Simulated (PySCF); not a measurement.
# CoSCl: relaxation and vibrations of the singlet

Aim: relax CoSCl as a singlet from a linear start, check by its vibrations whether the end is a minimum, and collect its spectrum and constants.

Computed with PySCF 2.14.0. Level: PBE0, basis Co def2-TZVP, S def2-TZVP, Cl def2-TZVP, no relativity, density fitting.

### 1 The system as given

3 atoms, charge 0, spin multiplicity 1.

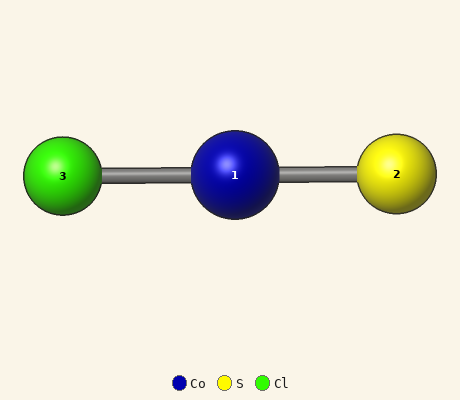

As it starts; cobalt blue, sulfur yellow, chlorine green; atoms are numbered from 1 in the order of the file.

```xyz
3
charge 0 multiplicity 1
Co    0.0000    0.0000   -0.0830
S     0.0000    0.0000   -2.0530
Cl    0.0000    0.0000    2.0170
```

### 2 Relaxing the singlet from the linear start

The steps below are one call of a driver around PySCF. For each, scf.py gives the equivalent set-up of the SCF; relaxations use the driver's own optimiser. Before each start the driver seeks the lowest SCF state from one or more starting densities and follows internal instabilities, so scf.py alone need not reach the same state.

The program finds C∞v symmetry in the start, which this walk keeps.

File scf.py:

```python
from pyscf import gto, scf, dft
mol = gto.M(atom='''
Co     0.000000     0.000000    -0.083016
S      0.000000     0.000000    -2.053016
Cl     0.000000     0.000000     2.016984''',
    basis={'Co': 'def2-TZVP', 'S': 'def2-TZVP', 'Cl': 'def2-TZVP'},
    charge=0, spin=0)
mf = dft.RKS(mol, xc='PBE0')
mf.grids.atom_grid = (50, 194)
aux = {'Co': 'def2-universal-JKFIT', 'S': 'def2-universal-JKFIT', 'Cl': 'def2-universal-JKFIT'}
mf = mf.density_fit(auxbasis=aux)
mf.kernel()
```

Energy and gradient, step by step:

```tsv
step	energy (Eh)	change (kJ/mol)	largest symmetric gradient (Eh/bohr)
0	-2240.643595	0.00	0.02936
1	-2240.645837	-5.89	0.00629
2	-2240.645997	-6.31	0.00235
3	-2240.646003	-6.32	0.00050
4	-2240.646003	-6.32	0.00002
```

The walk needed 5.3 s of wall time on 4 threads, shared host.

Positions (Å) and forces (eV/Å) along the way:

```
step 0
Co   0.000   0.000  -0.083   0.000   0.000  -0.780
S    0.000   0.000  -2.053   0.000   0.000   1.510
Cl   0.000   0.000   2.017   0.000   0.000  -0.730
step 1
Co   0.000   0.000  -0.090   0.000   0.000  -0.030
S    0.000   0.000  -2.011   0.000   0.000   0.323
Cl   0.000   0.000   1.982   0.000   0.000  -0.293
step 2
Co   0.000   0.000  -0.089   0.000   0.000   0.121
S    0.000   0.000  -1.996   0.000   0.000  -0.091
Cl   0.000   0.000   1.966   0.000   0.000  -0.030
step 3
Co   0.000   0.000  -0.088   0.000   0.000   0.026
S    0.000   0.000  -1.997   0.000   0.000  -0.014
Cl   0.000   0.000   1.966   0.000   0.000  -0.012
step 4
Co   0.000   0.000  -0.088   0.000   0.000   0.001
S    0.000   0.000  -1.997   0.000   0.000   0.000
Cl   0.000   0.000   1.966   0.000   0.000  -0.001
```

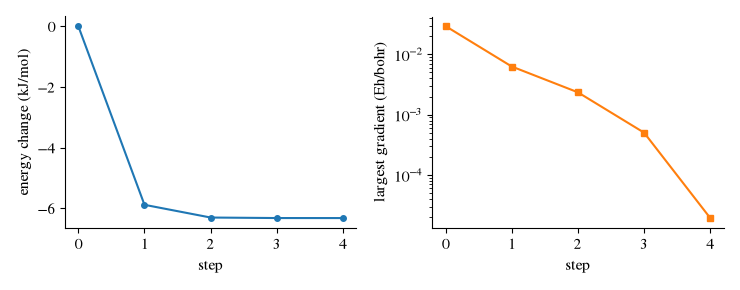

Energy and largest gradient along the walk.

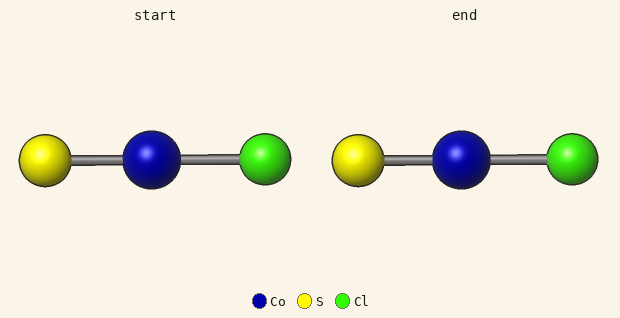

The geometry along the walk, at one scale.

After 4 steps and 6.3 kJ/mol it ends at C∞v: Co–Cl 2.053 Å, Co–S 1.910 Å; Cl–Co–S 180.0°.

### 3 Frequencies

The point is checked on the finer grid, and tightened if its gradient asks for it. The Hessian and the dipole derivatives come from central differences of analytic gradients, with steps of 0.01 bohr.

scf.py: that of step 2 with these lines changed.

```diff
@@ -3,3 +3,3 @@
-Co     0.000000     0.000000    -0.083016
-S      0.000000     0.000000    -2.053016
-Cl     0.000000     0.000000     2.016984''',
+Co    -0.000000     0.000000    -0.085395
+S     -0.000000    -0.000000    -1.995045
+Cl     0.000000     0.000000     1.967989''',
@@ -9 +9 @@
-mf.grids.atom_grid = (50, 194)
+mf.grids.atom_grid = (75, 302)
```

This SCF starts from the last density.

SCF at the final geometry:

```text
init E= -2240.64594596684
  HOMO = -0.30265766309383  LUMO = -0.178266693670591  gap/eV = 3.38485
cycle= 1 E= -2240.64594593013  delta_E= 3.67e-08  |g|= 0.000546  |ddm|= 0.000186
  HOMO = -0.30274033461743  LUMO = -0.178377339430385  gap/eV = 3.38409
cycle= 2 E= -2240.64594355945  delta_E= 2.37e-06  |g|= 0.00439  |ddm|= 0.0015
  HOMO = -0.302667808527228  LUMO = -0.178279650648521  gap/eV = 3.38477
cycle= 3 E= -2240.64594596739  delta_E= -2.41e-06  |g|= 1.05e-05  |ddm|= 0.00133
  HOMO = -0.302667148140296  LUMO = -0.178279154583357  gap/eV = 3.38477
cycle= 4 E= -2240.64594596743  delta_E= -3.87e-11  |g|= 3.46e-06  |ddm|= 1.04e-05
  HOMO = -0.302666699536854  LUMO = -0.17827854568859  gap/eV = 3.38477
Extra cycle  E= -2240.64594596731  delta_E= 1.19e-10  |g|= 3.04e-05  |ddm|= 1.12e-05
converged SCF energy = -2240.64594596731
```

The whole step took 15 s.

Geometry: C∞v; Co–Cl 2.053 Å, Co–S 1.910 Å; Cl–Co–S 180.0°.

Harmonic modes (main isotopes):

```
symmetry  ω (cm⁻¹)  IR (km/mol)
       π       65i          6.2
      σ+       400         31.2
      σ+       631         92.2
```

2 modes are imaginary, the largest at 65i cm⁻¹: a saddle point, not a minimum.

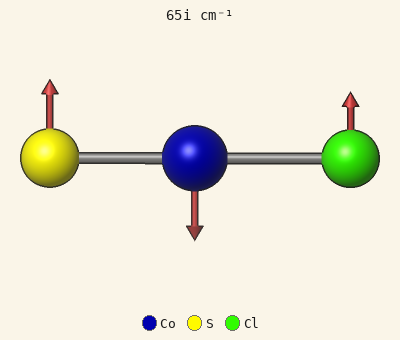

The imaginary mode, as arrows.

Constants and moments:

```
Dipole moment                                                   : 1.06 D
Highest occupied level                                          : -8.24 eV
Lowest empty level                                              : -4.85 eV
Rotational constants                                            : 0.06407 cm⁻¹
Zero-point energy (real modes)                                  : 6.2 kJ/mol
Principal polarisabilities                                      : 35.5, 35.5, 109.5 bohr³
Atomisation energy without zero-point energy                    : 493 kJ/mol
Principal traceless quadrupole moments about the centre of mass : -2.35, 1.18, 1.18 D Å
```

Populations by atom (charges in e):

```
atom  Mulliken  Löwdin  polar tensor  Mayer order to Co1
 Co1      0.53   -0.40          0.87                   –
  S2     -0.23    0.29         -0.32                2.28
 Cl3     -0.30    0.12         -0.55                1.11
```

Outer orbital energies (eV). occupied: -10.27, -10.27, -9.72, -9.08, -9.08, -8.84, -8.84, -8.24; empty: -4.85, -4.85, 0.31, 2.29.

Mulliken populations on Co1: s 6.62, p 12.25, d 7.60, f 0.00.

### 4 Following the imaginary mode

The start is the last point, displaced along its most imaginary mode.

The program finds Cs symmetry in the start, which this walk keeps. The walk stops when the largest gradient is under 0.0003 Eh/bohr and the energy has settled too.

scf.py: that of step 3 with these lines changed.

```diff
@@ -3,3 +3,3 @@
-Co    -0.000000     0.000000    -0.085395
-S     -0.000000    -0.000000    -1.995045
-Cl     0.000000     0.000000     1.967989''',
+Co    -0.249987     0.002582    -0.085395
+S      0.238753    -0.002466    -1.995045
+Cl     0.203012    -0.002097     1.967989''',
@@ -9 +9 @@
-mf.grids.atom_grid = (75, 302)
+mf.grids.atom_grid = (50, 194)
```

Energy and gradient, step by step:

```tsv
step	energy (Eh)	change (kJ/mol)	largest symmetric gradient (Eh/bohr)
0	-2240.644590	0.00	0.02846
1	-2240.647118	-6.64	0.00758
2	-2240.647461	-7.54	0.00285
3	-2240.647546	-7.76	0.00256
4	-2240.647803	-8.43	0.00861
5	-2240.647885	-8.65	0.00339
6	-2240.647912	-8.72	0.00147
7	-2240.647920	-8.74	0.00008
8	-2240.647920	-8.74	0.00001
```

The walk took 20 s.

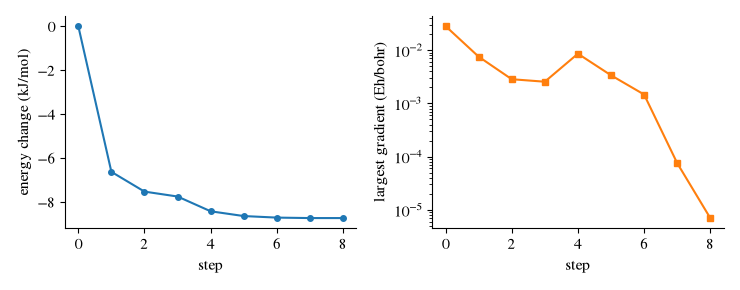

How energy and gradient fall.

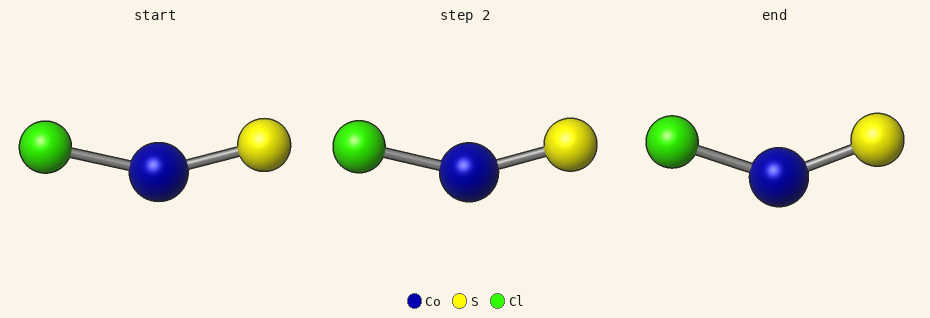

Start and end of the relaxation, with a step between.

End point (Cs, 8 steps, 8.7 kJ/mol gained): Co–Cl 2.038 Å, Co–S 1.909 Å; Cl–Co–S 140.9°.

### 5 Hessian and properties

The same treatment as at the point before.

scf.py: that of step 4 with these lines changed.

```diff
@@ -3,3 +3,3 @@
-Co    -0.249987     0.002582    -0.085395
-S      0.238753    -0.002466    -1.995045
-Cl     0.203012    -0.002097     1.967989''',
+Co    -0.364504     0.003765    -0.084506
+S      0.334970    -0.003460    -1.860810
+Cl     0.297142    -0.003069     1.842981''',
@@ -9 +9 @@
-mf.grids.atom_grid = (50, 194)
+mf.grids.atom_grid = (75, 302)
```

SCF at the final geometry:

```text
init E= -2240.6477449474
  HOMO = -0.288914022723455  LUMO = -0.176188669076115  gap/eV = 3.06741
cycle= 1 E= -2240.64774494525  delta_E= 2.16e-09  |g|= 0.000132  |ddm|= 4.64e-05
  HOMO = -0.288928631255098  LUMO = -0.176213791160296  gap/eV = 3.06713
cycle= 2 E= -2240.64774481694  delta_E= 1.28e-07  |g|= 0.00102  |ddm|= 0.000356
  HOMO = -0.288915660747607  LUMO = -0.176191504227582  gap/eV = 3.06738
cycle= 3 E= -2240.64774494745  delta_E= -1.31e-07  |g|= 1.61e-06  |ddm|= 0.000314
  HOMO = -0.288915695619967  LUMO = -0.176191526613592  gap/eV = 3.06738
cycle= 4 E= -2240.64774494743  delta_E= 1.68e-11  |g|= 4.89e-07  |ddm|= 1.35e-06
  HOMO = -0.288915691252935  LUMO = -0.176191532906281  gap/eV = 3.06738
Extra cycle  E= -2240.64774494745  delta_E= -1.68e-11  |g|= 1.38e-06  |ddm|= 2.13e-06
converged SCF energy = -2240.64774494745
```

The whole step took 29 s.

Geometry: Cs; Co–Cl 2.038 Å, Co–S 1.909 Å; Cl–Co–S 139.6°.

Harmonic modes (main isotopes):

```csv
symmetry,ω (cm⁻¹),IR (km/mol),type
a',71,4.4,bend
a',425,34.9,stretch
a',617,63.9,stretch
```

Every mode is real; the point is a minimum.

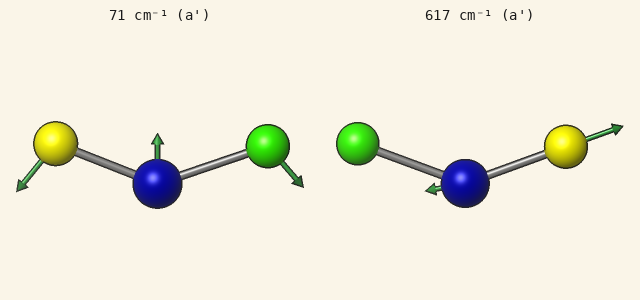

Displacements of 2 of the modes, as arrows (one member where a mode is degenerate).

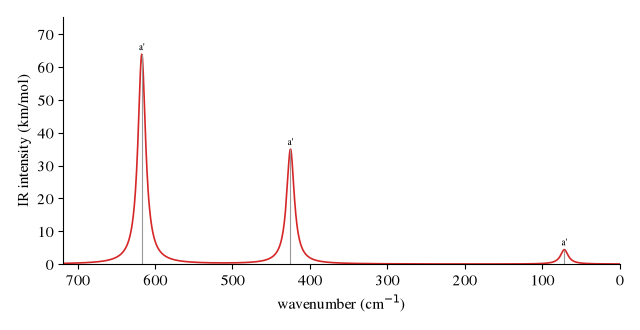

The harmonic infrared spectrum (widths in cm⁻¹). Lines are broadened to a width of 12 cm⁻¹ (Lorentzian).

Properties at this point:

* Dipole moment: 1.36 D
* Highest occupied level: -7.86 eV
* Lowest empty level: -4.79 eV
* Rotational constants: 1.163, 0.07332, 0.06897 cm⁻¹
* Zero-point energy: 6.7 kJ/mol
* Principal polarisabilities: 35.7, 43.0, 98.6 bohr³
* Atomisation energy without zero-point energy: 498 kJ/mol
* Principal traceless quadrupole moments about the centre of mass: -2.53, 1.21, 1.32 D Å
* Entropy at 298.15 K and 1 bar: 296.9 J/(mol K)
* Heat capacity Cp at 298.15 K: 51.6 J/(mol K)
* Enthalpy at 298.15 K above 0 K: 13.14 kJ/mol
* Rotational symmetry number: 1

Populations by atom (charges in e):

```json
{"atom": "Co1", "Mulliken": "0.61", "Löwdin": "-0.41", "polar tensor": "0.86", "Mayer order to Co1": "–"}
{"atom": "S2", "Mulliken": "-0.28", "Löwdin": "0.27", "polar tensor": "-0.33", "Mayer order to Co1": "2.24"}
{"atom": "Cl3", "Mulliken": "-0.33", "Löwdin": "0.13", "polar tensor": "-0.53", "Mayer order to Co1": "1.06"}
```

Mulliken populations on Co1: s 6.50, p 12.26, d 7.62, f 0.00.

### 6 Would spin polarisation lower it?

At the lowest minimum the closed shell is tested against spin polarisation, on the (50, 194) grid. It is unstable: an open-shell solution lies lower. That solution was not followed to a minimum here.

### 7 All stationary points

| spin | group | bonds | imaginary modes (cm⁻¹) | ΔE (kJ/mol) | with zero-point energy |
| --- | --- | --- | --- | --- | --- |
| singlet | Cs | Co–Cl 2.038 Å, Co–S 1.909 Å | none | 0.0 | 0.0 |
| singlet | C∞v | Co–Cl 2.053 Å, Co–S 1.910 Å | 65i, 65i | 4.7 | – |

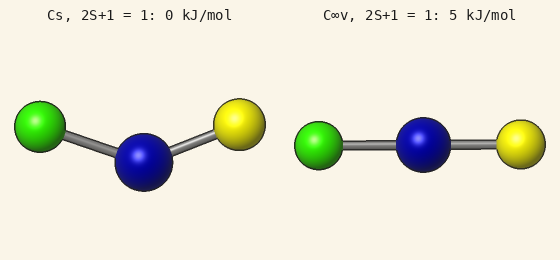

The points, lowest first (cobalt blue, sulfur yellow, chlorine green).

### 8 Results

```
                            quantity                                                           value
                             minimum  singlet, Cs (closed shell, unstable towards spin polarisation)
                            geometry                     Co–Cl 2.038 Å, Co–S 1.909 Å; Cl–Co–S 139.6°
                  wavenumbers (cm⁻¹)                                     71 (a'), 425 (a'), 617 (a')
                       dipole moment                                                          1.36 D
highest occupied, lowest empty level                                                 -7.86, -4.79 eV
          polar-tensor charge of Co1                                                         +0.86 e
                   zero-point energy                                                      6.7 kJ/mol
```

What this shows: The linear start (C∞v) ends in a minimum of Cs symmetry, after a stop at a second-order saddle point 4.7 kJ/mol higher, from which it was pushed off along an imaginary mode. In the infrared the band at 617 cm⁻¹ (a', stretch) leads. Other starts or spin states, not run here, may lie lower. The soft modes, below some 90 cm⁻¹, carry numerical noise of tens of cm⁻¹, and the entropy with them. Spin polarisation would lower this closed shell, so its numbers describe a constrained state.

The search up to here needed 77 s of wall time on 4 threads, shared host.
